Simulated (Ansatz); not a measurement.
## Computed against measured: atomisation enthalpy at 298 K

8 molecules without hydrogen; the atomisation enthalpy at 298 K in kJ/mol, computed less measured. Shapes, held fixed at every level: PBE0-D4/def2-TZVP. Flexible molecules stand in one conformer, not always the lowest. Thermal terms are harmonic and unscaled (PBE0-D4/def2-TZVP); the spin-orbit lowering of the free atoms is taken from their spectra. Programs: Ansatz 0.2.0. Measured values: Active Thermochemical Tables, CRC Handbook of Chemistry and Physics, NIST-JANAF tables.

Levels: A = B3LYP-D4/def2-TZVPP; B = MP2/def2-TZVPP; C = CCSD(T)/def2-TZVPP.

```csv
molecule,from tabulated heats,A,B,C
SF2 (sulfur difluoride),732,-16,-1,-57
BBrF2 (SMILES FB(F)Br),1661,-17,+54,-45
BClF2 (chlorodifluoroborane),1736,-15,+55,-47
S2F2 (Difluorodisulfane),1049,-28,-31,-106
PF3 (phosphorus trifluoride),1513,-25,+8,-80
CBrCl2F (bromodichlorofluoromethane),1391,-40,+30,-75
GeI4 (germanium tetraiodide),856,-17,+71,-21
"C2Cl3F3 (1,1,2-trichlorotrifluoroethane)",2753,-46,+75,-109
```

Problem. Sum up the errors.

Solution. 
| level | kind | mean error | mean absolute error | worst case |
| --- | --- | --- | --- | --- |
| B3LYP-D4/def2-TZVPP | global hybrid | -25.5 | 25.5 | C2Cl3F3 |
| MP2/def2-TZVPP | perturbation theory | +32.6 | 40.6 | C2Cl3F3 |
| CCSD(T)/def2-TZVPP | coupled cluster or CI | -67.5 | 67.5 | C2Cl3F3 |

On this set B3LYP-D4/def2-TZVPP has the smallest mean absolute error and CCSD(T)/def2-TZVPP the largest. B3LYP-D4/def2-TZVPP is too low in 8 of 8; MP2/def2-TZVPP is too high in 6 of 8; CCSD(T)/def2-TZVPP is too low in 8 of 8. The heats of SF2 (sulfur difluoride), GeI4 (germanium tetraiodide), C2Cl3F3 (1,1,2-trichlorotrifluoroethane) come from older tables and can be uncertain by 10 kJ/mol or more. The molecules' own spin-orbit lowering is left out, so errors for iodides read a little too negative. Heats of the atoms come from ATcT where it has them, that of boron, 570 kJ/mol, from recent work. The tabulated values of BBrF2, BClF2, S2F2 are in doubt (older tables, estimates, or at odds with other calculations) and kept here. Over the 5 molecules whose values aren't doubted the mean absolute errors are A 28.8; B 37.0; C 68.4. Correlated wave functions converge slowly with the basis. For atoms past krypton def2 sets carry core potentials with scalar relativity. Relativity is left out for Br, Ge. Outer-core shells of Br, Ge, I are correlated, in sets that cover them unevenly. The set is small.

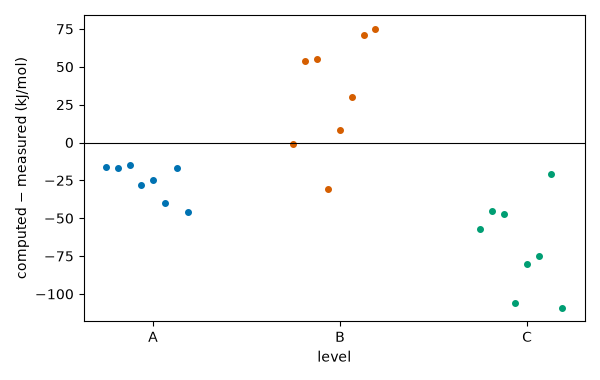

Errors of each level, one point a molecule.
